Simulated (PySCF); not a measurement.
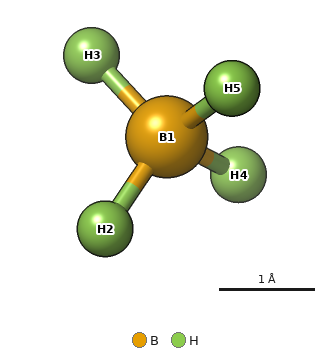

**Figure 1.** The structure (ball-and-stick view, seen on its broad side; atoms are numbered from 1 in the order of the input).

## Two runs on BH$_{4}$

System: BH$_{4}$, charge −1.
Method of the first run: GIAO PBE0/pcSseg-2 NMR shielding, non-relativistic, gas phase (PySCF 2.14.0).

The geometry comes from this level: PBE0-D3(BJ)/def2-SVP. Text and figures count atoms from 1; the logs count them from 0 in places.

### The input, the first run
```
{"job": {"kind": "nmr", "xc": "PBE0", "basis": "pcSseg-2", "pop": false}, "charge": -1, "multiplicity": 1}
B      0.000103     0.000204    -0.000119
H     -0.797339    -0.840540    -0.474778
H      0.169376    -0.227243     1.219589
H     -0.469573     1.151484    -0.148976
H      1.098103    -0.082625    -0.596517
```

The first line tells a small driver script what to run in PySCF; the rest is the geometry in Å.

Hardware: 2 threads of Arm Neoverse V2, 24 GiB of memory available, shared host.

### Output (the first run)
```
coarse grid: 3568 points
cycle   1  E = -27.1414303211  dE = -2.820e-01  |g| = 4.051e-01  |ddm| = 1.143e+00
cycle   2  E = -27.1420518269  dE = -6.215e-04  |g| = 4.214e-01  |ddm| = 8.721e-01
cycle   3  E = -27.2133000724  dE = -7.125e-02  |g| = 4.089e-03  |ddm| = 4.185e-01
cycle   4  E = -27.2133063271  dE = -6.255e-06  |g| = 5.762e-04  |ddm| = 8.608e-03
final grid: 32696 points
cycle   5  E = -27.2174932058  dE = -1.611e-05  |g| = 1.673e-03  |ddm| = 1.420e-02
cycle   6  E = -27.2174932113  dE = -5.491e-09  |g| = 1.551e-03  |ddm| = 2.576e-03
cycle   7  E = -27.2174940507  dE = -8.394e-07  |g| = 9.323e-05  |ddm| = 1.371e-03
cycle   8  E = -27.2174940541  dE = -3.430e-09  |g| = 8.265e-06  |ddm| = 1.146e-04
cycle   9  E = -27.2174940541  dE = -2.884e-11  |g| = 1.309e-06  |ddm| = 1.015e-05
converged SCF energy = -27.2174940541

GIAO shielding tensors (ppm)
atom      isotropic    diamagn.    paramagn.     s11        s22        s33       span
  0 B      152.299     185.088     -32.789    152.291    152.300    152.307      0.016
  1 H       31.528      29.617       1.911     30.292     30.292     34.000      3.709
  2 H       31.528      29.617       1.911     30.292     30.292     34.000      3.709
  3 H       31.527      29.617       1.911     30.291     30.292     34.000      3.709
  4 H       31.528      29.617       1.911     30.291     30.292     34.000      3.709
```

For the second run the input was changed thus:
```diff
-"xc": "PBE0"
+"xc": "HF"
```

What does this change do to the results?

The total energies belong to different methods, so their difference says nothing on which is more stable or more accurate. The HOMO goes from −1.95 to −5.17 eV. The LUMO goes from 6.69 to 8.74 eV. Of all shieldings, the largest change is that of B1, by +2.4 ppm. The method changes from PBE0 to HF. The SCF takes 7 iterations against 9.

### Output (the second run)
```
final grid: 32696 points
cycle   1  E = -26.9612594672  dE = -3.431e-01  |g| = 2.331e-01  |ddm| = 1.094e+00
cycle   2  E = -26.9846690345  dE = -2.341e-02  |g| = 7.353e-02  |ddm| = 4.087e-01
cycle   3  E = -26.9864485402  dE = -1.780e-03  |g| = 1.554e-02  |ddm| = 6.990e-02
cycle   4  E = -26.9865753328  dE = -1.268e-04  |g| = 1.234e-03  |ddm| = 3.910e-02
cycle   5  E = -26.9865764742  dE = -1.141e-06  |g| = 1.625e-04  |ddm| = 5.265e-03
cycle   6  E = -26.9865764962  dE = -2.202e-08  |g| = 1.881e-05  |ddm| = 5.037e-04
cycle   7  E = -26.9865764966  dE = -3.654e-10  |g| = 3.387e-06  |ddm| = 7.863e-05
converged SCF energy = -26.9865764966

GIAO shielding tensors (ppm)
atom      isotropic    diamagn.    paramagn.     s11        s22        s33       span
  0 B      154.658     179.884     -25.226    154.650    154.658    154.665      0.015
  1 H       31.719      29.544       2.175     30.386     30.387     34.382      3.996
  2 H       31.719      29.544       2.175     30.386     30.387     34.382      3.996
  3 H       31.718      29.543       2.175     30.386     30.387     34.381      3.995
  4 H       31.718      29.543       2.175     30.386     30.387     34.382      3.995
```

### The two runs side by side

```tsv
quantity	the first run	the second run
outcome	converged	converged
total energy (hartree)	−27.217494	−26.986576
HOMO (eV)	−1.95	−5.17
LUMO (eV)	6.69	8.74
shielding of B1 (ppm)	152.3	154.7
shielding of H2 (ppm)	31.5	31.7
shielding of H3 (ppm)	31.5	31.7
shielding of H4 (ppm)	31.5	31.7
shielding of H5 (ppm)	31.5	31.7
SCF iterations	9	7
basis functions	92	92
```
